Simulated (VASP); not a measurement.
Band structure of Ni (relaxed from the bcc structure, space group Im-3m). Method: r2SCAN meta-GGA, VASP's PBE PAW potentials (set 64) (plane waves; VASP 6.6.1).

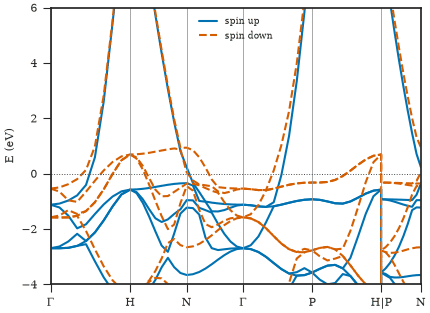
Figure: Bands along high-symmetry lines, zero at the valence-band maximum or, without a gap, the Fermi level

Task: Read the plot: is there a gap, and where are the band edges?

Result: It has no gap at this level: it comes out as a metal or semimetal.

The structure was generated: Ni was put into the bcc type (Im-3m), which need not be its known phase. It was relaxed first.
